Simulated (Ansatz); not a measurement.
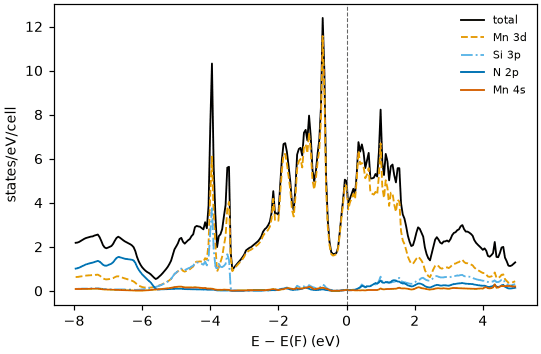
*Total and projected density of states of Mn3SiN (anti-perovskite, Pm-3m), the program Ansatz at the PBE level (PAW)*

Problem. Which orbitals carry the states next to the Fermi level?

Solution. Within 0.5 eV of the Fermi level: Mn 3d 94 %. Projections are on Löwdin-orthogonalised atomic valence shells; empty p or d shells of many metals are not among them.

Problem. Where is the tallest occupied peak in this window, and what makes it?

Solution. Near -0.7 eV, about 12 states/eV per cell; the largest projected share is Mn 3d.

The start of the workflow was typed in or built on a structure type; neither database checked (COD, Materials Project) lists it. Whether it is the stable phase at ambient conditions was not checked. The PBE relaxation kept the symmetry of its start; its stability against distortions is not shown here. Spin order of the final state: ferromagnetic, chosen from 4 collinear starts compared on coarse meshes (ties went to the first, and starts can fall back to one state), not a proven ground state. The volume moved by -16 % from the start of the relaxation. No Hubbard U is applied.

Potentials: the earlier of the program's two PAW sets.
